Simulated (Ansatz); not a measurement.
C$_{4}$H$_{2}$AlF: single-point calculation

C$_{4}$H$_{2}$AlF, computed with RKS PBEsol-d4/def2-TZVP (Ansatz 0.2.0).

The geometry comes from this level: PBE0-D4/def2-TZVP. Figures and captions count atoms from 1; the log counts them from 0 in places.

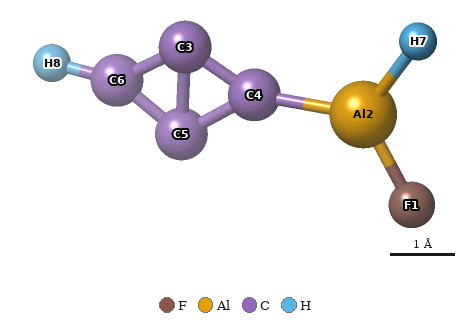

*The structure (ball-and-stick view, seen at a tilt; atoms are numbered from 1 in the order of the input). Sticks mark near contacts.*

Bond lengths as drawn: Al–C 1.85 Å, Al–F 1.65 Å, Al–H 1.71 Å, C–C 1.33 to 1.51 Å and C–H 1.10 Å.

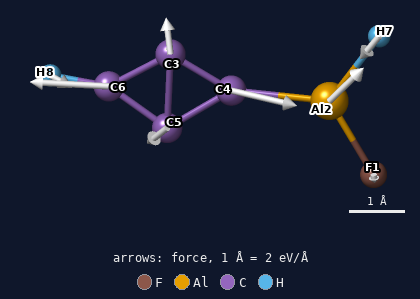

*Forces on the atoms as white arrows (ball-and-stick view, seen at a tilt; atoms are numbered from 1 in the order of the input).*

The largest act on C6 (2.94 eV/Å); C4 (2.62 eV/Å); Al2 (2.04 eV/Å); C5 (1.41 eV/Å), among others. The geometry is not a stationary point of this energy.

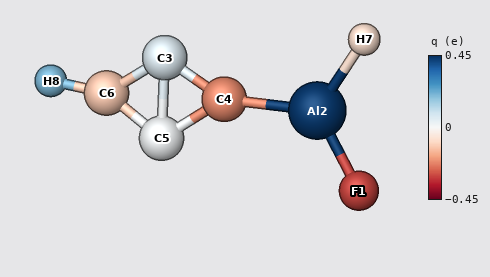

*Mulliken charges, as the colour of each atom (ball-and-stick view, seen at a tilt; atoms are numbered from 1 in the order of the input).*

By element: F −0.30, Al +0.43, C −0.21 to +0.06 and H −0.07 to +0.20 e.

The input that produced these results follows, with the program's output.

## The input
```yaml
crystal:
  periodic: [false, false, false]
  atoms:
    - {symbol: F, position_ang: [-1.610149, -2.180060, -1.539062]}
    - {symbol: Al, position_ang: [-0.191318, -1.742143, -0.826646]}
    - {symbol: C, position_ang: [0.776748, 0.744066, 0.684105]}
    - {symbol: C, position_ang: [0.050186, -0.062027, -0.086755]}
    - {symbol: C, position_ang: [-0.621146, 1.159978, 0.274481]}
    - {symbol: C, position_ang: [0.194830, 2.006893, 0.894074]}
    - {symbol: H, position_ang: [1.020674, -2.947508, -0.767757]}
    - {symbol: H, position_ang: [0.429279, 2.967401, 1.386772]}
basis:
  gaussian: {orbitals: def2-TZVP, fitting: {mean_field: cc-pVTZ-jkfit}}
hamiltonian: {xc: {name: PBEsol}, dispersion: d4}
scf: {lower_state_search: full}
output: {forces: true}
```

Command:
```bash
ansatz run in.yaml --threads 2 --pin off --events-out ev --progress --plain --max-ram 4352MiB
```

## Output
```
Functional definition: PBEsol
  name "PBEsol"
  cite "Perdew et al., Phys. Rev. Lett. 100, 136406 (2008) doi:10.1103/PhysRevLett.100.136406"
  cite "Perdew, Burke & Ernzerhof, Phys. Rev. Lett. 77, 3865 (1996) doi:10.1103/PhysRevLett.77.3865"
  parent pbesol
  exchange = pbesol_x
  correlation = pbesol_c
576 factors; integrals over basis functions are off by at most 8.4e-1 eV
mean field evaluation 1: about -13430.9247 eV, gradient 7.3e1 eV
mean field evaluation 2: about -13430.9239 eV, gradient 7.3e1 eV
mean field evaluation 4: about -13441.6081 eV, gradient 1.7e1 eV
mean field evaluation 8: about -13442.6809 eV, gradient 1.1e0 eV
mean field evaluation 16: about -13442.6839 eV, gradient 9.1e-5 eV
mean field -13442.68394220 eV, -494.0095230976 hartree, gradient 2.4e-5 eV, S^2 0.000000; 1 other end points of the search recorded, 0 dependent functions left out
the calculation of the forces begins
reference -13442.68398599 eV, -494.0095247068 hartree; 24, 24 occupied and 180, 180 virtual orbitals, 576 factors
Total energy: -13442.74448853 eV, -494.0117481339 hartree
Atom 0 at    -1.610149    -2.180060    -1.539062 Å, force    -0.324369     0.066960    -0.152518 eV/Å
Atom 1 at    -0.191318    -1.742143    -0.826646 Å, force     1.246933    -1.620159     0.038935 eV/Å
Atom 2 at     0.776748     0.744066     0.684105 Å, force     1.376016     0.155508    -0.034378 eV/Å
Atom 3 at     0.050186    -0.062027    -0.086755 Å, force    -0.610860    -2.451036    -0.687808 eV/Å
Atom 4 at    -0.621146     1.159978     0.274481 Å, force    -0.618068     1.199963    -0.409261 eV/Å
Atom 5 at     0.194830     2.006893     0.894074 Å, force     0.276437     2.435601     1.627543 eV/Å
Atom 6 at     1.020674    -2.947508    -0.767757 Å, force    -0.869254     0.948499    -0.063573 eV/Å
Atom 7 at     0.429279     2.967401     1.386772 Å, force    -0.476835    -0.735336    -0.318941 eV/Å
Dipole moment:     0.221929     0.503166     0.293847 e Å
```

## Results in brief

- outcome: converged
- total energy: −13442.7445 eV
- mean-field energy: −13442.6840 eV
- dispersion energy: −0.0605 eV
- SCF solution under orbital rotations: stable
- largest force (length of the vector): 2.942 eV/Å
- dipole moment: 2.99 D
- hardware: 2 threads of Arm Neoverse V1, 23 GiB of memory available, shared host
- wall time: 3.3 s (CPU time 6.2 s)
- peak memory: 0.41 GiB
